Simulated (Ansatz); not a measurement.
**SiPH4 (SMILES [SiH2]P): UCCSD(T)/STO-3G**

Aim: the energy change on altering one bond length of SiPH4 at UCCSD(T)/STO-3G, from 2 runs. 

Program for the calculation: Ansatz 0.2.0.

47 further runs of the same task are left out: 47 set aside as unsound or not needed.

## 1. The structure to begin with

SiPH4 has 6 atoms, charge 0, and is taken as a doublet. SMILES: `[SiH2]P`. The coordinates come from a GFN2-xTB relaxation. This is one conformer, not always the lowest.

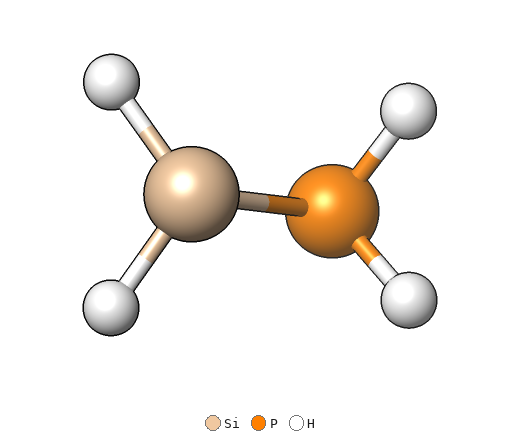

The structure, seen from a chosen angle (silicon light orange, phosphorus orange, hydrogen white).

## 2. A single-point energy at UCCSD(T)/STO-3G

File molecule.yaml:

```yaml
crystal:
  periodic: [false, false, false]
  atoms:
    - symbol: Si
      position_ang: [0.127020, -0.986120, -0.104660]
    - symbol: P
      position_ang: [-0.338670, 1.170000, 0.142220]
    - symbol: H
      position_ang: [-0.300620, -1.724700, 1.087920]
    - symbol: H
      position_ang: [-0.579260, -1.514310, -1.276300]
    - symbol: H
      position_ang: [0.434680, 1.617150, -0.915300]
    - symbol: H
      position_ang: [0.656850, 1.437980, 1.066130]
basis:
  gaussian:
    orbitals: STO-3G
magnetization:
  spin_polarized: true
  initial_magnetization: 1
correlation:
  method: ccsd_t
  frozen_orbitals: {H: 0, P: 5, Si: 5}
accuracy: high
scf:
  omitted_lower_state_checks: [cluster_reference, increment]
```

Command:

```sh
ansatz run molecule.yaml --threads 1 --pin off --max-ram 2610MiB --events-out events.jsonl --progress --plain --runs-dir runs
```

The program printed, cut to the lines that bear on the results:

```text
Warning: RAYON_NUM_THREADS=1 ignored (pool sized by the plan → 1); use --threads N
Functional definition: HF
  name "HF"
[...]
391 factors; integrals over basis functions are off by at most 2.7e-9 eV
[...]
mean field -17001.45558586 eV, -624.7919687797 hartree, gradient 8.1e-8 eV, S^2 0.752357; 0 other end points of the search recorded, 0 dependent functions left out
10 core orbitals not correlated: weight in the atoms' cores, before any rotation towards them, 1.000 or more for the frozen orbitals, at most 0.000 for the correlated occupied ones
reference -17001.45558586 eV, -624.7919687797 hartree; 7, 6 occupied and 5, 6 virtual orbitals, 391 factors
second order -1.77098384 eV of doubles, -0.00000000 eV of singles
cycle   1  -2.30138330 eV  change   -5.3e-1 eV  update   6.3e-2
[...]
cycle  22  -2.60201899 eV  change  -1.2e-10 eV  update  3.4e-10
perturbative correction -0.01894873 eV, -0.0006963529 hartree
Total energy: -17004.07655358 eV, -624.8882875669 hartree
Checks for a lower state left out: cluster_reference, increment
```

Wall time 0.22 s (1 thread of AMD EPYC 9R14 (Zen 4), shared host).

## 3. The distorted shape

File in.yaml:

```yaml
crystal:
  periodic: [false, false, false]
  atoms:
    - symbol: Si
      position_ang: [0.233923, -0.801488, -0.402784]
    - symbol: P
      position_ang: [-0.231767, 1.354632, -0.155904]
    - symbol: H
      position_ang: [-0.300620, -1.724700, 1.087920]
    - symbol: H
      position_ang: [-0.472357, -1.329678, -1.574424]
    - symbol: H
      position_ang: [0.541583, 1.801782, -1.213424]
    - symbol: H
      position_ang: [0.763753, 1.622612, 0.768006]
basis:
  gaussian:
    orbitals: STO-3G
magnetization:
  spin_polarized: true
  initial_magnetization: 1
correlation:
  method: ccsd_t
  frozen_orbitals: {H: 0, P: 5, Si: 5}
accuracy: high
scf:
  omitted_lower_state_checks: [cluster_reference, increment]
```

Command:

```sh
ansatz run in.yaml --threads 1 --pin off --max-ram 2610MiB --events-out events.jsonl --progress --plain --runs-dir runs
```

The program printed, cut to the lines that bear on the results:

```text
Warning: RAYON_NUM_THREADS=1 ignored (pool sized by the plan → 1); use --threads N
[... 2 set-up lines as earlier in the session ...]
[...]
390 factors; integrals over basis functions are off by at most 4.1e-9 eV
[...]
mean field -16999.97533902 eV, -624.7375707120 hartree, gradient 2.1e-8 eV, S^2 0.751939; 0 other end points of the search recorded, 0 dependent functions left out
10 core orbitals not correlated: weight in the atoms' cores, before any rotation towards them, 1.000 or more for the frozen orbitals, at most 0.000 for the correlated occupied ones
reference -16999.97533902 eV, -624.7375707120 hartree; 7, 6 occupied and 5, 6 virtual orbitals, 390 factors
second order -1.99294982 eV of doubles, -0.00000000 eV of singles
cycle   1  -2.61491984 eV  change   -6.2e-1 eV  update   7.4e-2
[...]
cycle  23  -2.99372212 eV  change   5.6e-10 eV  update   1.5e-9
perturbative correction -0.02722290 eV, -0.0010004231 hartree
Total energy: -17002.99628405 eV, -624.8485883939 hartree
Checks for a lower state left out: cluster_reference, increment
```

Run time: 0.24 s. Hardware: 1 thread of AMD EPYC 9R14 (Zen 4), shared host.

## 4. What came out

Level: UCCSD(T)/STO-3G, 10 core orbitals frozen.

| quantity | value |
| --- | --- |
| first shape: total energy | -624.88829 Eh |
| first shape: correlation energy (10 core orbitals frozen) | -96.3 mEh |
| first shape: (T) correction | -0.70 mEh |
| first shape: ⟨S²⟩ of the reference determinant | 0.752 |
| first shape: T1 diagnostic | 0.009 |
| distorted shape: total energy | -624.84859 Eh |
| distorted shape: correlation energy (10 core orbitals frozen) | -111.0 mEh |
| distorted shape: (T) correction | -1.00 mEh |
| distorted shape: ⟨S²⟩ of the reference determinant | 0.752 |
| distorted shape: T1 diagnostic | 0.010 |
| energy change with the Si1–H3 bond stretched from 1.467 to 1.833 Å | 1.080 eV |

What this shows: With the Si1–H3 bond stretched from 1.467 to 1.833 Å the energy rises by 1.08 eV (104 kJ/mol). The first shape isn't relaxed at this level, so the change isn't measured from a minimum. The minimal basis adds a large error of its own. The triples (first shape) make up 0.7 % of the correlation energy. The triples (distorted shape) make up 0.9 % of the correlation energy.
